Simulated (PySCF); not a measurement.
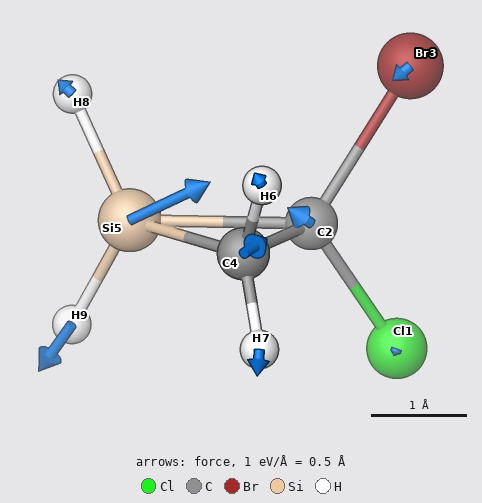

Starting geometry of C2H4BrClSi with the computed forces as blue arrows. The picture is a ball-and-stick view, seen at a tilt.

The start comes from GFN2-xTB. Its atoms were then displaced at random by about 0.01 Å.

Computed with PySCF 2.14.0, density-fitted response routines, PBE0-D3(BJ)/def2-SVP geometry optimisation, gas phase. 

**Is this structure relaxed? If not, where do the atoms go?**

It isn't relaxed: the largest force vector, on Si5, is 2.03 eV/Å. The final displacements follow the starting forces only in part (cosine between the two patterns 0.73). The atom that moves furthest after the best rigid fit is Si5 (0.060 Å). By element the largest moves are Si 0.060 Å, C 0.044 Å, Br 0.038 Å, H 0.032 Å, Cl 0.022 Å. Among the contacts that change: Si5–H9 1.418 → 1.482 Å, C2–Si5 1.915 → 1.874 Å, C2–Br3 1.959 → 1.929 Å, C2–C4 1.548 → 1.526 Å. Bond angles that change, for instance: H8–Si5–H9 121.0° → 116.9°, C2–Si5–H8 115.5° → 118.4°, Si5–C4–H6 122.3° → 119.5°. Over 5 geometry steps the energy falls by 2.50 kcal/mol. The run took 48 s on 1 thread of Arm Neoverse V1, with other jobs on the host.
